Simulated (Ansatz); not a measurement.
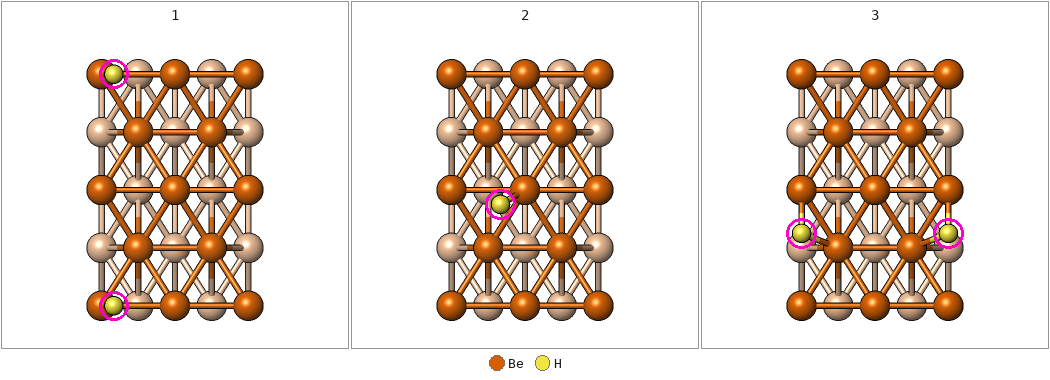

H on a Be(100) slab cut from the P6_3/mmc phase, its upper half relaxed before the scan (24 atoms of substrate and one adsorbate in a 2 × 2 cell). H is moved over the surface cell; relaxed at each place: the height of the adsorbate's atoms; substrate rigid; the origin of the map has the adsorbate above Be21. Places are given modulo a cell vector. The map is drawn in real space over the plane of the surface. The grid has 6 × 8 points; 20 points were computed and 28 follow by symmetry. Places are given in fractions of the 1 × 1 surface cell. Energies: eV, counted from the lowest grid point. Theory: Ansatz 0.2.0, DFT PBE, scalar-relativistic, plane waves, PAW. Settings: cutoff 420 eV, k-mesh 6×4×1, gaussian smearing 0.1 eV, no spin polarisation.

The numbered pictures are structures from this grid. Rings mark the moved atoms.

Q: Rank them by energy, lowest first.

A: 3, at (0/6, 5/8) of the cell vectors [nearest 1 Be at 1.46 Å]: 0.031 eV; 2, at (4/6, 7/8) of the cell vectors [nearest 1 Be at 1.39 Å]: 0.220 eV; 1, at (1/6, 0/8) of the cell vectors [nearest 1 Be at 1.39 Å]: 0.453 eV.

The map, with the structures marked:

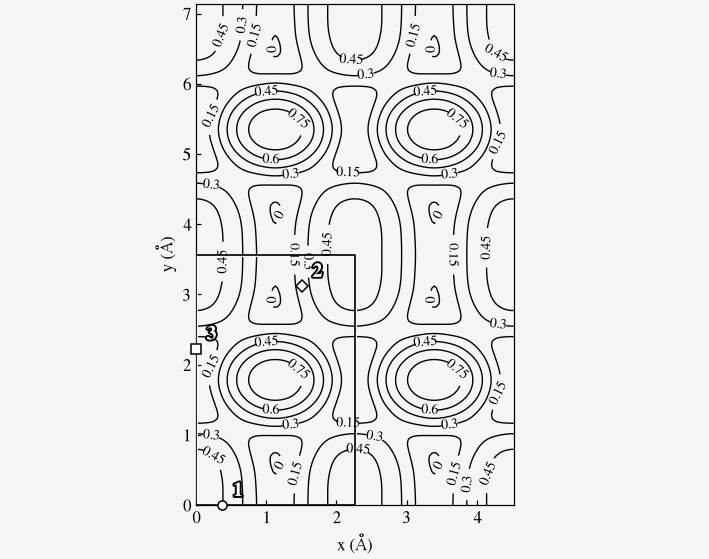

The picture shows contour lines labelled in eV, the outline of one cell of the 2 × 2 shown. Between grid points the surface is interpolated.
